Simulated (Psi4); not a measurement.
**CAM-B3LYP/def2-SVPD run of C2H4Si (Si(CCH)H3)**

What is the energy change on altering one bond length of C2H4Si (Si(CCH)H3) at CAM-B3LYP/def2-SVPD? 

The results are computed with Psi4 1.11.

2 further runs of the same task are left out: 1 that didn't finish, 1 set aside as unsound or not needed.

### Step 1. Starting point

C2H4Si: 7 atoms, total charge 0, spin state singlet. SMILES: `[H][Si]([H])([H])C#C`. Geometry: relaxed at GFN2-xTB.

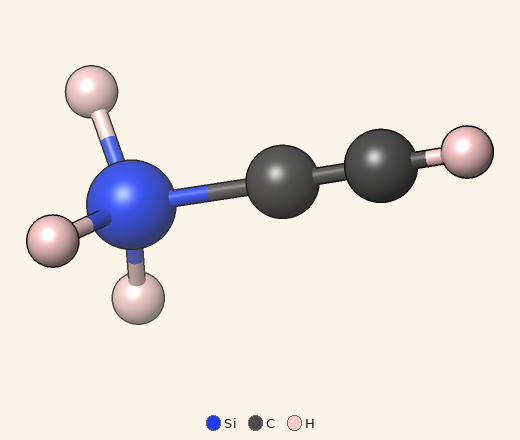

The structure, seen from a chosen angle (silicon blue, carbon dark grey, hydrogen pink).

### Step 2. The energy at CAM-B3LYP/def2-SVPD

Contents of calc.in:

```
memory 1600 mb

molecule {
  0 1
  Si    -0.001310     0.003080    -1.091050
  C     -0.008950     0.001360     0.757280
  C      0.000000    -0.004760     1.959370
  H      0.006250    -0.009300     3.011790
  H      1.393830     0.007600    -1.537640
  H     -0.698780     1.206490    -1.549220
  H     -0.691030    -1.204480    -1.550540
  units angstrom
  symmetry c1
}

set {
  puream true
  e_convergence 1e-09
  d_convergence 1e-08
  scf_type pk
  dft_radial_points 99
  dft_spherical_points 590
}

e, wfn = energy("cam-b3lyp/def2-SVPD", return_wfn=True)
oeprop(wfn, "DIPOLE", "WIBERG_LOWDIN_INDICES", "LOWDIN_CHARGES")
```

Command:

```
$ psi4 -n 1 calc.in calc.out
```

calc.out:

```text
[...]
  Running in c1 symmetry.
[...]
  Nuclear repulsion =   82.929912490938520
[...]
  Multiplicity = 1
[...]
  Nalpha       = 15
  Nbeta        = 15
[...]
    Number of basis functions: 96
[...]
   @RKS iter   1:  -367.72864221189928   -6.64009e-01   4.55684e-03 ADIIS/DIIS
[...]
   @RKS iter  10:  -367.84533576358001   -1.25056e-12   2.16818e-09 DIIS
[...]
    Orbital Energies [Eh]
    ---------------------
    Doubly Occupied:
       1A    -66.206506     2A    -10.270026     3A    -10.253765
       4A     -5.373655     5A     -3.736627     6A     -3.735308
       7A     -3.735307     8A     -0.825780     9A     -0.660874
      10A     -0.601620    11A     -0.468389    12A     -0.433288
      13A     -0.433260    14A     -0.353903    15A     -0.353857
[...]
  @RKS Final Energy:  -367.84533576358001
   => Energetics <=
    Nuclear Repulsion Energy =             82.9299124909385199
    One-Electron Energy =                -669.7024695549537228
    Two-Electron Energy =                 243.5951047148002431
    DFT Exchange-Correlation Energy =     -24.6678834143649297
    Empirical Dispersion Energy =           0.0000000000000000
    VV10 Nonlocal Energy =                  0.0000000000000000
    Total Energy =                       -367.8453357635799534
[...]
 Multipole Moments:
 ------------------------------------------------------------------------------------
     Multipole            Electronic (a.u.)      Nuclear  (a.u.)        Total (a.u.)
 ------------------------------------------------------------------------------------
 L = 1.  Multiply by 2.5417464519 to convert [e a0] to [Debye]
 Dipole X            :         -0.0142056            0.0186028            0.0043972
 Dipole Y            :          0.0011379           -0.0027185           -0.0015806
 Dipole Z            :          1.6224338           -1.5771907            0.0452431
 Magnitude           :                                                    0.0454837
[...]
```

Run time: 13 s. Hardware: 1 thread of Intel Xeon 6975P-C (Granite Rapids), shared host; peak memory 0.95 GiB.

### Step 3. The distorted shape: energy and gradient at CAM-B3LYP/def2-SVPD

Contents of job.inp:

```
memory 1.6 GB

molecule m {
  0 1
  Si    -0.419808     0.001724    -0.957087
  C     -0.427448     0.000004     0.891243
  C     -0.418498    -0.006116     2.093333
  H     -0.412248    -0.010656     3.145753
  H      1.393830     0.007600    -1.537640
  H     -1.117278     1.205134    -1.415257
  H     -1.109528    -1.205836    -1.416577
  symmetry c1
}

set {
  basis                def2-SVPD
  reference            rks
  puream               true
  e_convergence        1e-09
  d_convergence        1e-08
  scf_type             pk
  dft_radial_points    99
  dft_spherical_points 590
}

e_tot, wfn = gradient('cam-b3lyp', return_wfn=True)
print_variables()
```

Command:

```
$ psi4 job.inp job.out -n 1
```

job.out:

```text
[...]
  Running in c1 symmetry.
[...]
  Nuclear repulsion =   81.502679379850335
[...]
  Multiplicity = 1
[...]
  Nalpha       = 15
  Nbeta        = 15
[...]
    Number of basis functions: 96
[...]
   @RKS iter   1:  -367.68472679396820   -7.33205e-01   4.66996e-03 ADIIS/DIIS
[...]
   @RKS iter  10:  -367.81082338215219   -1.42109e-11   9.59289e-09 DIIS
[...]
    Orbital Energies [Eh]
    ---------------------
    Doubly Occupied:
       1A    -66.233078     2A    -10.275586     3A    -10.259559
       4A     -5.394692     5A     -3.757864     6A     -3.757126
       7A     -3.756240     8A     -0.830607     9A     -0.658877
      10A     -0.602364    11A     -0.470983    12A     -0.439921
      13A     -0.397108    14A     -0.358796    15A     -0.348198
[...]
  @RKS Final Energy:  -367.81082338215219
   => Energetics <=
    Nuclear Repulsion Energy =             81.5026793798503348
    One-Electron Energy =                -666.6242519366871875
    Two-Electron Energy =                 241.9127719926134716
    DFT Exchange-Correlation Energy =     -24.6020228179287628
    Empirical Dispersion Energy =           0.0000000000000000
    VV10 Nonlocal Energy =                  0.0000000000000000
    Total Energy =                       -367.8108233821521935
[...]
 Multipole Moments:
 ------------------------------------------------------------------------------------
     Multipole            Electronic (a.u.)      Nuclear  (a.u.)        Total (a.u.)
 ------------------------------------------------------------------------------------
 L = 1.  Multiply by 2.5417464519 to convert [e a0] to [Debye]
 Dipole X            :         -0.5972612            0.3825291           -0.2147321
 Dipole Y            :         -0.0009307           -0.0015393           -0.0024700
 Dipole Z            :          1.8640151           -1.6936851            0.1703300
 Magnitude           :                                                    0.2740954
[...]
  -Total Gradient:
     Atom            X                  Y                   Z
    ------   -----------------  -----------------  -----------------
       1       -0.061744556035    -0.000177759347     0.002767841821
       2       -0.002096821633     0.000029794896     0.026338630018
       3        0.000203460567    -0.000064536848    -0.001732802220
       4       -0.000026169078     0.000075082389    -0.017400389818
       5        0.062792500669     0.000193524464    -0.018665685927
       6        0.000461723293    -0.005435848180     0.004353175713
       7        0.000409832433     0.005379745724     0.004339503572
[...]
```

It took 18 s on 1 thread of Intel Xeon 6975P-C (Granite Rapids), shared host; peak memory 0.95 GiB.

### Step 4. What came out

Level: CAM-B3LYP/def2-SVPD.

```
                                                          quantity          value
                                         first shape: total energy  -367.84534 Eh
                                        first shape: dipole moment         0.12 D
                                          first shape: HOMO energy       -9.63 eV
                                          first shape: LUMO energy        1.16 eV
                                        first shape: HOMO–LUMO gap       10.79 eV
                                     distorted shape: total energy  -367.81082 Eh
                                    distorted shape: dipole moment         0.70 D
                                      distorted shape: HOMO energy       -9.47 eV
                                      distorted shape: LUMO energy        0.20 eV
                                    distorted shape: HOMO–LUMO gap        9.67 eV
                         distorted shape: largest force on an atom     3.369 eV/Å
energy change with the Si1–H5 bond stretched from 1.465 to 1.904 Å       0.939 eV
```

**Reading.** With the Si1–H5 bond stretched from 1.465 to 1.904 Å the energy rises by 0.94 eV (21.7 kcal/mol). The first shape isn't relaxed at this level, so the change isn't measured from a minimum.
